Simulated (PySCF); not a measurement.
Vertical excitations of a molecule C₃H₇NSi from TDDFT-CAM-B3LYP/def2-SVPD run with PySCF 2.14.0, as energy in eV (oscillator strength): 5.49 (0.003), 5.78 (0.170), 6.14 (0.017), 6.20 (0.032), 6.55 (0.003), 6.99 (0.024), 7.07 (0.020), 7.61 (0.051), 7.71 (0.055), 7.92 (0.008). Lowest triplet (TDA): 3.70 eV. Coordinates come from a ωB97X-D3(BJ)/def2-SVP optimisation. Other conformers were not sampled.

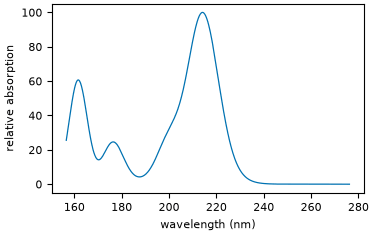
*The lines broadened by 0.4 eV.*

**Question.** Which structure fits?
A. C=C1CN[SiH2]1
B. [SiH3]N1C=CC1
C. N#CCC[SiH3]
D. C#C[SiH2]NC

**Answer.** B, [SiH3]N1C=CC1
